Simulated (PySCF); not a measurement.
S₂ (triplet)

```xyz
2

S     0.0000    0.0000   -0.9545
S     0.0000    0.0000    0.9545
```

Theory: PBE0/6-311G(d,p), non-relativistic, at a bond length of 1.909 Å in PySCF.

Q: Predict the electron density, electron localisation function and spin density between the atoms.

A: S–S (1.91 Å): the density is about 1.2 e/Å³ at the midpoint; the ELF peaks at about 0.85 between the atoms; localised, covalent bonding.
The unpaired spin (2 electrons) lies mostly on S1 (about 1.0) and S2 (about 1.0), in electrons by Hirshfeld's partition.

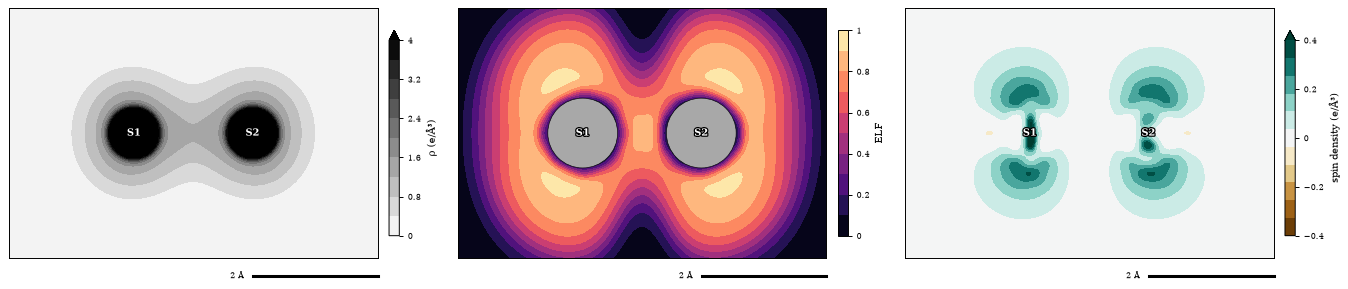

Computed electron density, electron localisation function and spin density on a plane that holds the molecular axis, in this order. Grey discs cover the atomic cores in the ELF map. 
